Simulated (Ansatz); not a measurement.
**Ge: freezing in a mode**

Aim: for Ge, trace the energy along mode 12.

Program: Ansatz 0.2.0. Level of theory: DFT r2SCAN, scalar-relativistic, plane waves, PAW. These are calculated values, not measurements.

1 further run of the same task is left out (set aside as unsound or not needed). Runs told in other sessions of the task aren't counted.

**1. The starting structure**

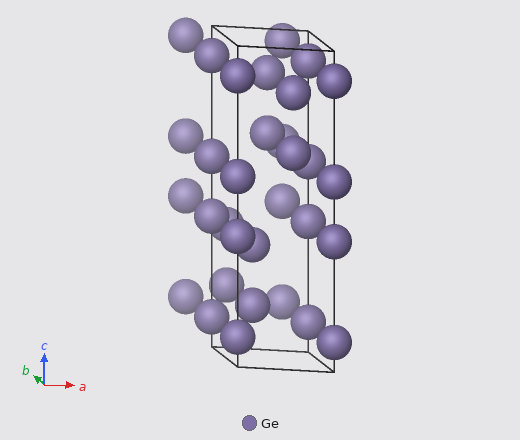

Start, viewed slightly off an axis; germanium purple. 1×2×1 cells are drawn. Atoms on the faces are drawn again on the opposite ones.

As a file:

```
CELL_PARAMETERS angstrom
4.00346 0.00000 0.00000
-2.00173 3.46709 0.00000
0.00000 0.00000 13.15265
ATOMIC_POSITIONS crystal
Ge 0.00000 0.00000 0.40684
Ge 0.00000 0.00000 0.59316
Ge 0.00000 0.00000 0.90684
Ge 0.00000 0.00000 0.09316
Ge 0.33333 0.66667 0.34412
Ge 0.66667 0.33333 0.65588
Ge 0.66667 0.33333 0.84412
Ge 0.33333 0.66667 0.15588
```

It goes back to an entry of the Materials Project, which need not be the stable form.

It is the result of an earlier relaxation at this level (volume 22.82 Å³/atom; gap on the mesh: 0.27 eV).

**2. Zero of energy**

Reference values: F = -34423.1920 eV; pressure 0.00 GPa; largest force 0.001 eV/Å; gap on the mesh 0.27 eV. It was computed beforehand with the settings of the runs below.

**3. Setting up freezing in a mode**

Mode 12 of the phonon run on this cell, counted from the lowest, is frozen in: each atom moves by x times its row below, so x is the largest displacement.

```
atom     ux     uy      uz
 Ge1  0.000  0.000  -1.000
 Ge2  0.000  0.000  -1.000
 Ge3  0.000  0.000  -1.000
 Ge4  0.000  0.000  -1.000
 Ge5  0.000  0.000   1.000
 Ge6  0.000  0.000   1.000
 Ge7  0.000  0.000   1.000
 Ge8  0.000  0.000   1.000
```

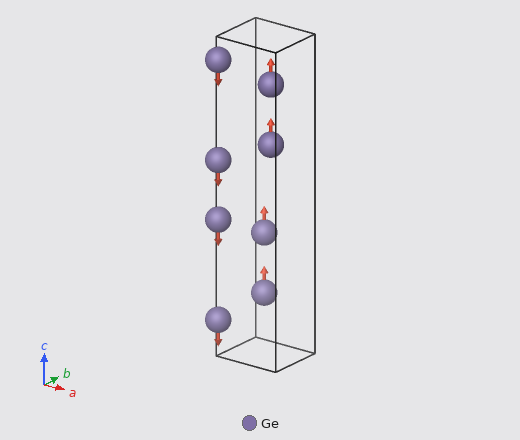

The mode's pattern as arrows, enlarged. Each atom of the cell is drawn once.

**4. Point x = -0.120 Å**

input.yaml

```yaml
crystal:
  lattice:
    - [4.0034553964, 0.0, 0.0]
    - [-2.0017276982, 3.4670940762, 0.0]
    - [0.0, 0.0, 13.1526505051]
  atoms:
    - { symbol: Ge, position: [0.0, 0.0, 0.4159601521] }
    - { symbol: Ge, position: [0.0, 0.0, 0.6022871205] }
    - { symbol: Ge, position: [0.0, 0.0, 0.9159601521] }
    - { symbol: Ge, position: [0.0, 0.0, 0.1022871205] }
    - { symbol: Ge, position: [0.3333333333, 0.6666666667, 0.3349926837] }
    - { symbol: Ge, position: [0.6666666667, 0.3333333333, 0.6467600437] }
    - { symbol: Ge, position: [0.6666666667, 0.3333333333, 0.8349926837] }
    - { symbol: Ge, position: [0.3333333333, 0.6666666667, 0.1467600437] }
basis:
  ecutwfc: 500
kpoints:
  mp_grid: { grid: [12, 12, 4] }
hamiltonian:
  xc: r2scan
scf:
  occupations: { method: gaussian, width: 0.03 }
output:
  forces: true
  stress: true
  eigenvalues: true
```

On the command line:

```bash
$ ansatz run input.yaml --threads 2 --pin off --max-ram 5120MiB --backend cpu --events-out ev --progress --plain --runs-dir out
```

Log, cut to the lines that bear on the results:

```text
Warning: RAYON_NUM_THREADS=2 ignored (pool sized by the plan → 2); use --threads N
[...]
Pseudopotentials: kind: paw
Pseudopotential: Ge, paw, valence charge 14, recommended cutoff 500 eV (meta_gga), Ge.paw.azcp
Functional definition: r2SCAN
[...]
Crystal: 8 atoms, lattice volume = 182.563 Å³
Basis set: ecut = 500 eV, 4673 PW (Γ), exchange–correlation on 120×120×384 points (64 copies of the dense FFT grid, shifted against one another)
Bands: 68, of which v1, the nominal top of the filled ones, is band 56 counted from 1 (55 counted from 0)
Symmetry: 12 space group operations
Space group: P63mc (ITA 186), of the structure as read, at distance tolerance 5.7e-5 Å
k-points: 57 of 576 (time reversal used)
[...]
SCF iter   1: F=—  HF=-34422.433513 eV  |F-HF|=—  |Δ(HF+E_count)|=         —  Δρ=6.65e-3  dr2=4.17e-2  dr2_τ=1.73e-2  ethr=1.77e-3  ⟨swp⟩=6.2  Hψ=13922  notcnv=0  defer=21
[...]
SCF iter   7: F=-34422.462493 eV  HF=-34422.462493 eV  |F-HF|=2.72e-8  |Δ(HF+E_count)|=   8.58e-7  Δρ=3.55e-6  dr2=2.40e-8  dr2_τ=5.20e-10  ethr=8.93e-11  ⟨swp⟩=7.6  Hψ=16845  notcnv=0
[...]
SCF converged after 7 iterations
Free energy (F): -34422.462493 eV
[...]
E sigma→0 (E₀):  -34422.462408 eV
Entropy (-TS):   -0.000171 eV (-0.021 meV/atom)
Fermi energy:    8.601770 eV
[...]
--- Forces (eV/Å), atoms counted from 1 ---
  atom   1  Ge     0.00000000    -0.00000000    -1.64139292
  atom   2  Ge    -0.00000000     0.00000000    -1.29573391
  atom   3  Ge     0.00000000     0.00000000    -1.64139292
  atom   4  Ge     0.00000000    -0.00000000    -1.29573391
  atom   5  Ge    -0.00000000     0.00000000     1.64531954
  atom   6  Ge     0.00000000    -0.00000000     1.29179015
  atom   7  Ge     0.00000000    -0.00000000     1.64531954
  atom   8  Ge    -0.00000000     0.00000000     1.29179015
[...]
--- Stress (GPa, compression-positive) ---
        0.955783       0.000000       0.000000
       -0.000000       0.955783       0.000000
        0.000000       0.000000      -0.813112
  P = ⅓ Tr σ = 0.3662 GPa (3.662 kbar)
--- Band table (eV; the first three rows and the last of 57) ---
[...]
```

Run time: 49 s. Hardware: 2 threads of Oxide Virtual Turin-like (Zen 5), shared host; peak memory 1.1 GiB.

**5. x = 0.090 Å**

input.yaml

```yaml
crystal:
  lattice:
    - [4.0034553964, 0.0, 0.0]
    - [-2.0017276982, 3.4670940762, 0.0]
    - [0.0, 0.0, 13.1526505051]
  atoms:
    - { symbol: Ge, position: [0.0, 0.0, 0.3999937886] }
    - { symbol: Ge, position: [0.0, 0.0, 0.586320757] }
    - { symbol: Ge, position: [0.0, 0.0, 0.8999937886] }
    - { symbol: Ge, position: [0.0, 0.0, 0.086320757] }
    - { symbol: Ge, position: [0.3333333333, 0.6666666667, 0.3509590472] }
    - { symbol: Ge, position: [0.6666666667, 0.3333333333, 0.6627264072] }
    - { symbol: Ge, position: [0.6666666667, 0.3333333333, 0.8509590472] }
    - { symbol: Ge, position: [0.3333333333, 0.6666666667, 0.1627264072] }
basis:
  ecutwfc: 500
kpoints:
  mp_grid: { grid: [12, 12, 4] }
hamiltonian:
  xc: r2scan
scf:
  occupations: { method: gaussian, width: 0.03 }
output:
  forces: true
  stress: true
  eigenvalues: true
```

On the command line:

```bash
$ ansatz run input.yaml --threads 2 --pin off --max-ram 5120MiB --backend cpu --events-out ev --progress --plain --runs-dir out
```

Log, cut to the lines that bear on the results:

```text
Warning: RAYON_NUM_THREADS=2 ignored (pool sized by the plan → 2); use --threads N
[...]
[... 3 set-up lines as earlier in the session ...]
[...]
Crystal: 8 atoms, lattice volume = 182.563 Å³
Basis set: ecut = 500 eV, 4673 PW (Γ), exchange–correlation on 120×120×384 points (64 copies of the dense FFT grid, shifted against one another)
Bands: 68, of which v1, the nominal top of the filled ones, is band 56 counted from 1 (55 counted from 0)
[... 2 set-up lines as earlier in the session ...]
k-points: 57 of 576 (time reversal used)
[...]
SCF iter   1: F=—  HF=-34422.741287 eV  |F-HF|=—  |Δ(HF+E_count)|=         —  Δρ=6.50e-3  dr2=3.30e-2  dr2_τ=1.75e-2  ethr=1.77e-3  ⟨swp⟩=6.3  Hψ=13865  notcnv=0  defer=21
[...]
SCF converged after 7 iterations
Free energy (F): -34422.773482 eV
[...]
E sigma→0 (E₀):  -34422.773382 eV
Entropy (-TS):   -0.000200 eV (-0.025 meV/atom)
Fermi energy:    8.470938 eV
[...]
--- Forces (eV/Å), atoms counted from 1 ---
  atom   1  Ge     0.00000000    -0.00000000     1.02828385
  atom   2  Ge    -0.00000000     0.00000000     1.22485429
  atom   3  Ge     0.00000000     0.00000000     1.02828385
  atom   4  Ge     0.00000000    -0.00000000     1.22485429
  atom   5  Ge    -0.00000000     0.00000000    -1.02752675
  atom   6  Ge     0.00000000    -0.00000000    -1.22561258
  atom   7  Ge    -0.00000000    -0.00000000    -1.02752675
  atom   8  Ge    -0.00000000     0.00000000    -1.22561258
[...]
--- Stress (GPa, compression-positive) ---
        0.590802      -0.000000       0.000000
       -0.000000       0.590802       0.000000
        0.000000       0.000000      -0.498698
  P = ⅓ Tr σ = 0.2276 GPa (2.276 kbar)
--- Band table (eV; the first three rows and the last of 57) ---
[...]
```

It took 42 s on 2 threads of Oxide Virtual Turin-like (Zen 5), shared host; peak memory 1.1 GiB.

**6. x = -0.060 Å**

input.yaml

```yaml
crystal:
  lattice:
    - [4.0034553964, 0.0, 0.0]
    - [-2.0017276982, 3.4670940762, 0.0]
    - [0.0, 0.0, 13.1526505051]
  atoms:
    - { symbol: Ge, position: [0.0, 0.0, 0.411398334] }
    - { symbol: Ge, position: [0.0, 0.0, 0.5977253024] }
    - { symbol: Ge, position: [0.0, 0.0, 0.911398334] }
    - { symbol: Ge, position: [0.0, 0.0, 0.0977253024] }
    - { symbol: Ge, position: [0.3333333333, 0.6666666667, 0.3395545018] }
    - { symbol: Ge, position: [0.6666666667, 0.3333333333, 0.6513218618] }
    - { symbol: Ge, position: [0.6666666667, 0.3333333333, 0.8395545018] }
    - { symbol: Ge, position: [0.3333333333, 0.6666666667, 0.1513218618] }
basis:
  ecutwfc: 500
kpoints:
  mp_grid: { grid: [12, 12, 4] }
hamiltonian:
  xc: r2scan
scf:
  occupations: { method: gaussian, width: 0.03 }
output:
  forces: true
  stress: true
  eigenvalues: true
```

On the command line:

```bash
$ ansatz run input.yaml --threads 2 --pin off --max-ram 5120MiB --backend cpu --events-out ev --progress --plain --runs-dir out
```

Log, cut to the lines that bear on the results:

```text
[...]
SCF converged after 7 iterations
Free energy (F): -34423.003200 eV
[...]
E sigma→0 (E₀):  -34423.003155 eV
Entropy (-TS):   -0.000090 eV (-0.011 meV/atom)
Fermi energy:    8.466822 eV
[...]
--- Forces (eV/Å), atoms counted from 1 ---
  atom   1  Ge     0.00000000    -0.00000000    -0.82134399
  atom   2  Ge     0.00000000     0.00000000    -0.73597160
  atom   3  Ge    -0.00000000     0.00000000    -0.82134399
  atom   4  Ge     0.00000000    -0.00000000    -0.73597160
  atom   5  Ge    -0.00000000     0.00000000     0.82206710
  atom   6  Ge     0.00000000    -0.00000000     0.73524910
  atom   7  Ge     0.00000000    -0.00000000     0.82206710
  atom   8  Ge    -0.00000000     0.00000000     0.73524910
[...]
--- Stress (GPa, compression-positive) ---
        0.237155       0.000000       0.000000
        0.000000       0.237155       0.000000
        0.000000       0.000000      -0.217698
  P = ⅓ Tr σ = 0.0855 GPa (0.855 kbar)
--- Band table (eV; the first three rows and the last of 57) ---
[...]
```

Wall time 35 s (2 threads of Oxide Virtual Turin-like (Zen 5), shared host); peak memory 1.1 GiB.

**7. At x = 0.030 Å**

input.yaml

```yaml
crystal:
  lattice:
    - [4.0034553964, 0.0, 0.0]
    - [-2.0017276982, 3.4670940762, 0.0]
    - [0.0, 0.0, 13.1526505051]
  atoms:
    - { symbol: Ge, position: [0.0, 0.0, 0.4045556067] }
    - { symbol: Ge, position: [0.0, 0.0, 0.5908825751] }
    - { symbol: Ge, position: [0.0, 0.0, 0.9045556067] }
    - { symbol: Ge, position: [0.0, 0.0, 0.0908825751] }
    - { symbol: Ge, position: [0.3333333333, 0.6666666667, 0.3463972291] }
    - { symbol: Ge, position: [0.6666666667, 0.3333333333, 0.6581645891] }
    - { symbol: Ge, position: [0.6666666667, 0.3333333333, 0.8463972291] }
    - { symbol: Ge, position: [0.3333333333, 0.6666666667, 0.1581645891] }
basis:
  ecutwfc: 500
kpoints:
  mp_grid: { grid: [12, 12, 4] }
hamiltonian:
  xc: r2scan
scf:
  occupations: { method: gaussian, width: 0.03 }
output:
  forces: true
  stress: true
  eigenvalues: true
```

On the command line:

```bash
$ ansatz run input.yaml --threads 2 --pin off --max-ram 5120MiB --backend cpu --events-out ev --progress --plain --runs-dir out
```

Log, cut to the lines that bear on the results:

```text
[...]
SCF converged after 7 iterations
Free energy (F): -34423.144534 eV
[...]
E sigma→0 (E₀):  -34423.144534 eV
Entropy (-TS):   -0.000000 eV (-0.000 meV/atom)
Fermi energy:    8.464463 eV
[...]
--- Forces (eV/Å), atoms counted from 1 ---
  atom   1  Ge     0.00000000    -0.00000000     0.38397187
  atom   2  Ge    -0.00000000     0.00000000     0.40664457
  atom   3  Ge    -0.00000000     0.00000000     0.38397187
  atom   4  Ge     0.00000000    -0.00000000     0.40664457
  atom   5  Ge    -0.00000000     0.00000000    -0.38460354
  atom   6  Ge     0.00000000    -0.00000000    -0.40601065
  atom   7  Ge     0.00000000    -0.00000000    -0.38460354
  atom   8  Ge    -0.00000000     0.00000000    -0.40601065
[...]
--- Stress (GPa, compression-positive) ---
        0.051963      -0.000000       0.000000
       -0.000000       0.051963       0.000000
        0.000000       0.000000      -0.054575
  P = ⅓ Tr σ = 0.0165 GPa (0.165 kbar)
--- Band table (eV; the first three rows and the last of 57) ---
[...]
```

Run time: 38 s. Hardware: 2 threads of Oxide Virtual Turin-like (Zen 5), shared host; peak memory 1.1 GiB.

**8. Point x = 0.105 Å**

input.yaml

```yaml
crystal:
  lattice:
    - [4.0034553964, 0.0, 0.0]
    - [-2.0017276982, 3.4670940762, 0.0]
    - [0.0, 0.0, 13.1526505051]
  atoms:
    - { symbol: Ge, position: [0.0, 0.0, 0.398853334] }
    - { symbol: Ge, position: [0.0, 0.0, 0.5851803024] }
    - { symbol: Ge, position: [0.0, 0.0, 0.898853334] }
    - { symbol: Ge, position: [0.0, 0.0, 0.0851803024] }
    - { symbol: Ge, position: [0.3333333333, 0.6666666667, 0.3520995018] }
    - { symbol: Ge, position: [0.6666666667, 0.3333333333, 0.6638668618] }
    - { symbol: Ge, position: [0.6666666667, 0.3333333333, 0.8520995018] }
    - { symbol: Ge, position: [0.3333333333, 0.6666666667, 0.1638668618] }
basis:
  ecutwfc: 500
kpoints:
  mp_grid: { grid: [12, 12, 4] }
hamiltonian:
  xc: r2scan
scf:
  occupations: { method: gaussian, width: 0.03 }
output:
  forces: true
  stress: true
  eigenvalues: true
```

On the command line:

```bash
$ ansatz run input.yaml --threads 2 --pin off --max-ram 5120MiB --backend cpu --events-out ev --progress --plain --runs-dir out
```

Log, cut to the lines that bear on the results:

```text
[...]
SCF converged after 7 iterations
Free energy (F): -34422.628419 eV
[...]
E sigma→0 (E₀):  -34422.628333 eV
Entropy (-TS):   -0.000171 eV (-0.021 meV/atom)
Fermi energy:    8.524415 eV
[...]
--- Forces (eV/Å), atoms counted from 1 ---
  atom   1  Ge     0.00000000    -0.00000000     1.16259737
  atom   2  Ge    -0.00000000     0.00000000     1.42921471
  atom   3  Ge    -0.00000000     0.00000000     1.16259737
  atom   4  Ge     0.00000000    -0.00000000     1.42921471
  atom   5  Ge     0.00000000     0.00000000    -1.16074906
  atom   6  Ge     0.00000000    -0.00000000    -1.43106927
  atom   7  Ge     0.00000000    -0.00000000    -1.16074906
  atom   8  Ge    -0.00000000     0.00000000    -1.43106927
[...]
--- Stress (GPa, compression-positive) ---
        0.780039       0.000000       0.000000
        0.000000       0.780039       0.000000
        0.000000       0.000000      -0.651789
  P = ⅓ Tr σ = 0.3028 GPa (3.028 kbar)
--- Band table (eV; the first three rows and the last of 57) ---
[...]
```

Run time: 46 s. Hardware: 2 threads of Oxide Virtual Turin-like (Zen 5), shared host; peak memory 1.1 GiB.

**9. x = 0.075 Å**

input.yaml

```yaml
crystal:
  lattice:
    - [4.0034553964, 0.0, 0.0]
    - [-2.0017276982, 3.4670940762, 0.0]
    - [0.0, 0.0, 13.1526505051]
  atoms:
    - { symbol: Ge, position: [0.0, 0.0, 0.4011342431] }
    - { symbol: Ge, position: [0.0, 0.0, 0.5874612115] }
    - { symbol: Ge, position: [0.0, 0.0, 0.9011342431] }
    - { symbol: Ge, position: [0.0, 0.0, 0.0874612115] }
    - { symbol: Ge, position: [0.3333333333, 0.6666666667, 0.3498185927] }
    - { symbol: Ge, position: [0.6666666667, 0.3333333333, 0.6615859527] }
    - { symbol: Ge, position: [0.6666666667, 0.3333333333, 0.8498185927] }
    - { symbol: Ge, position: [0.3333333333, 0.6666666667, 0.1615859527] }
basis:
  ecutwfc: 500
kpoints:
  mp_grid: { grid: [12, 12, 4] }
hamiltonian:
  xc: r2scan
scf:
  occupations: { method: gaussian, width: 0.03 }
output:
  forces: true
  stress: true
  eigenvalues: true
```

On the command line:

```bash
$ ansatz run input.yaml --threads 2 --pin off --max-ram 5120MiB --backend cpu --events-out ev --progress --plain --runs-dir out
```

Log, cut to the lines that bear on the results:

```text
Warning: RAYON_NUM_THREADS=2 ignored (pool sized by the plan → 2); use --threads N
[...]
[... 3 set-up lines as earlier in the session ...]
[...]
Crystal: 8 atoms, lattice volume = 182.563 Å³
Basis set: ecut = 500 eV, 4673 PW (Γ), exchange–correlation on 120×120×384 points (64 copies of the dense FFT grid, shifted against one another)
Bands: 68, of which v1, the nominal top of the filled ones, is band 56 counted from 1 (55 counted from 0)
[... 2 set-up lines as earlier in the session ...]
k-points: 57 of 576 (time reversal used)
[...]
SCF iter   1: F=—  HF=-34422.865467 eV  |F-HF|=—  |Δ(HF+E_count)|=         —  Δρ=6.50e-3  dr2=3.12e-2  dr2_τ=1.75e-2  ethr=1.77e-3  ⟨swp⟩=6.3  Hψ=13812  notcnv=0  defer=20
[...]
SCF converged after 7 iterations
Free energy (F): -34422.898808 eV
[...]
E sigma→0 (E₀):  -34422.898747 eV
Entropy (-TS):   -0.000124 eV (-0.015 meV/atom)
Fermi energy:    8.450064 eV
[...]
--- Forces (eV/Å), atoms counted from 1 ---
  atom   1  Ge     0.00000000    -0.00000000     0.89252626
  atom   2  Ge    -0.00000000     0.00000000     1.02721306
  atom   3  Ge     0.00000000     0.00000000     0.89252626
  atom   4  Ge     0.00000000    -0.00000000     1.02721306
  atom   5  Ge    -0.00000000     0.00000000    -0.89161053
  atom   6  Ge     0.00000000    -0.00000000    -1.02812728
  atom   7  Ge     0.00000000    -0.00000000    -0.89161053
  atom   8  Ge    -0.00000000     0.00000000    -1.02812728
[...]
--- Stress (GPa, compression-positive) ---
        0.387051       0.000000       0.000000
        0.000000       0.387051      -0.000000
        0.000000       0.000000      -0.348117
  P = ⅓ Tr σ = 0.1420 GPa (1.420 kbar)
--- Band table (eV; the first three rows and the last of 57) ---
[...]
```

Run time: 43 s. Hardware: 2 threads of Oxide Virtual Turin-like (Zen 5), shared host; peak memory 1.1 GiB.

**10. Results of the scan**

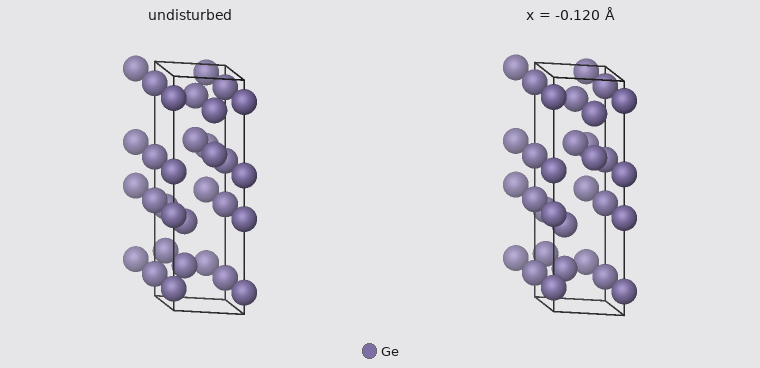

The undisturbed cell and the costliest point of the scan, at one scale, with neighbouring cells.

All points in order; energies are free energies above the reference cell:

| x (Å) | ΔE (meV/cell) | force along the mode (eV/Å) | pressure (GPa) | gap on the mesh (eV) |
| --- | --- | --- | --- | --- |
| -0.120 | 729.5 | 11.748 | 0.4 | 0.00 |
| -0.060 | 188.8 | 6.229 | 0.1 | 0.00 |
| 0.000 | 0.0 | 0.000 | 0.0 | 0.27 |
| 0.030 | 47.5 | -3.162 | 0.0 | 0.15 |
| 0.075 | 293.2 | -7.679 | 0.1 | 0.00 |
| 0.090 | 418.6 | -9.013 | 0.2 | 0.00 |
| 0.105 | 563.6 | -10.367 | 0.3 | 0.00 |

Not run, since symmetry makes them alike: 0.120 repeats -0.120, -0.090 repeats 0.090, 0.060 repeats -0.060, -0.030 repeats 0.030. Energy, pressure and gap are the same there.

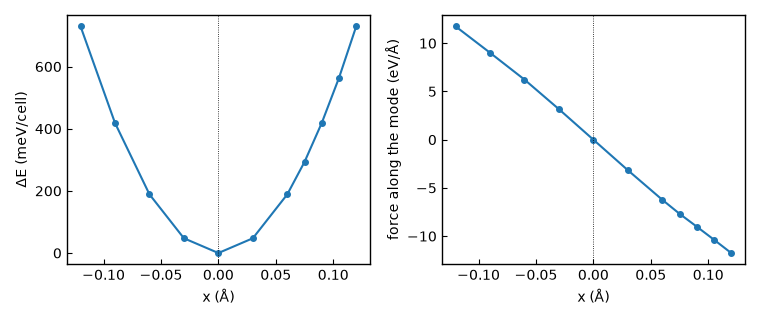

ΔE and force along the mode along the scan; points alike by symmetry are filled in.

**11. What came out**

```
                                          quantity     value
                   harmonic wavenumber of the mode  222 cm⁻¹
the same from the force at an amplitude of 0.030 Å  222 cm⁻¹
```

What this shows: The force at the smallest amplitude gives 222 cm⁻¹ against 222 cm⁻¹ from the phonon run, so the curve is close to a parabola there. The undisturbed cell stays the lowest of the sampled points. The gap on the mesh, 0.27 eV at the start, reads zero at x = -0.120.
